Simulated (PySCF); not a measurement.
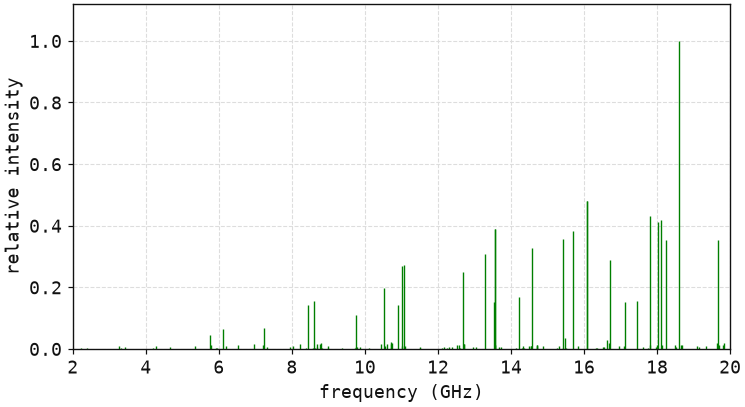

Simulated rotational absorption lines between 2 and 20 GHz at 2 K: rigid rotor with the equilibrium constants and dipole of one optimised conformer (PBE0-D3(BJ)/def2-SVP, PySCF 2.14.0), commonest isotopes; no centrifugal distortion, hyperfine structure, internal rotation or nuclear-spin weights; lines within 1 MHz of each other are summed.

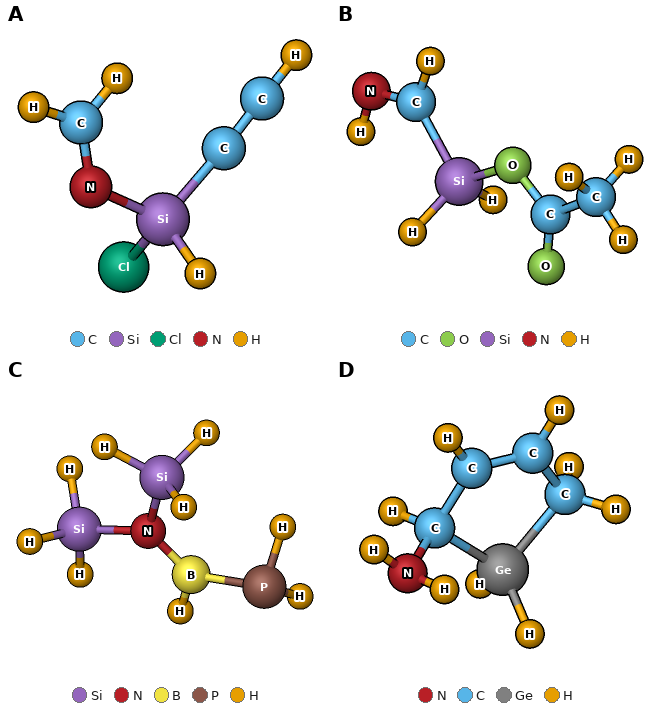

**Which molecule gives this spectrum? The candidates are drawn in the second picture.**

Structure A, C₃H₄ClNSi, SMILES C#C[Si@H](Cl)N=C. Rotational constants A, B, C = 2.578, 1.996, 1.258 GHz, |μa|, |μb|, |μc| = 2.95, 0.54, 0.44 D.

Note: coarse grid, loose stop and no frequency check, small forces are noise and the end may be a saddle.
